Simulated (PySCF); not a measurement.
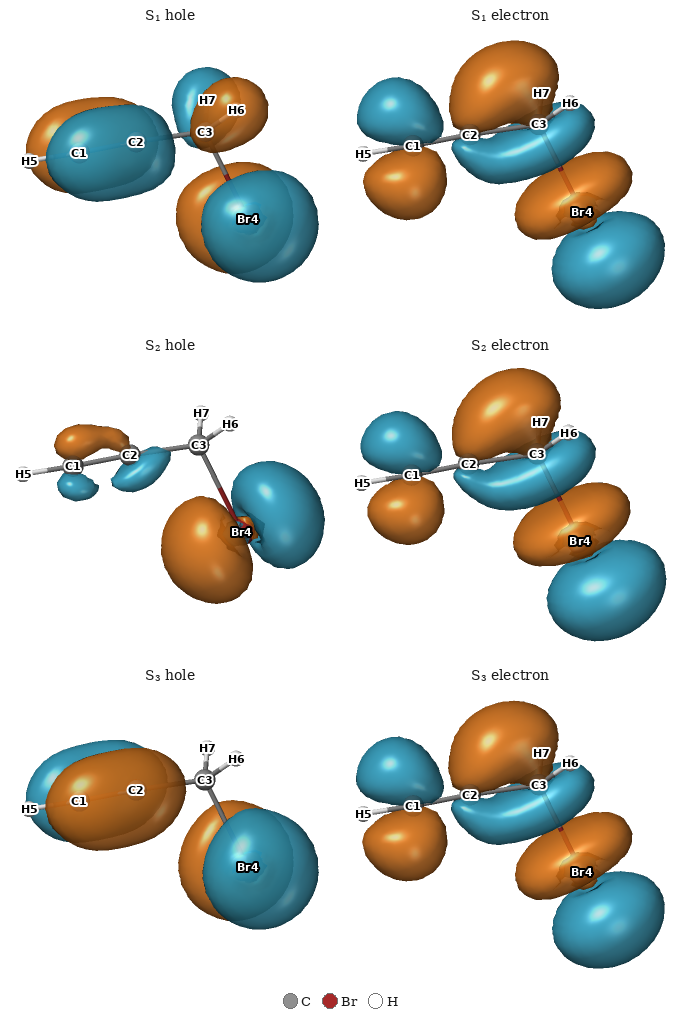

C₃H₃Br, SMILES `C#CCBr`. Leading natural transition orbitals (TDA singlet states).

Method: PBE0/6-311G**; geometry: GFN2-xTB; program: PySCF. No frequency check shows the geometry to be a minimum. GFN2-xTB bond lengths at metals and heavier atoms can be off by up to 0.1 Å and shapes distorted, which carries into these values. Without diffuse functions Rydberg states are missing, so the states' numbers hold for this basis only.

Q: Describe these excited states.

A: By state:
- S₁: 5.37 eV (231 nm), f = 0.000 (very weak); the leading pair carries 98 %; hole on Br4 (45 %), C1 (22 %) and C2 (17 %), electron on Br4 (41 %), C3 (24 %) and C1 (16 %); their centroids lie 0.2 Å apart.
- S₂: 5.52 eV (224 nm), f = 0.018, n → σ*; the leading pair carries 98 %; hole on Br4 (84 %) and C1 and C2 (6 % each), electron on Br4 (45 %), C3 (26 %) and C1 (12 %); their centroids lie 0.8 Å apart.
- S₃: 5.75 eV (215 nm), f = 0.000 (dark); the leading pair carries 98 %; hole on Br4 (46 %), C1 (24 %) and C2 (23 %), electron on Br4 (40 %), C3 (23 %) and C1 (17 %); their centroids lie 0.3 Å apart.
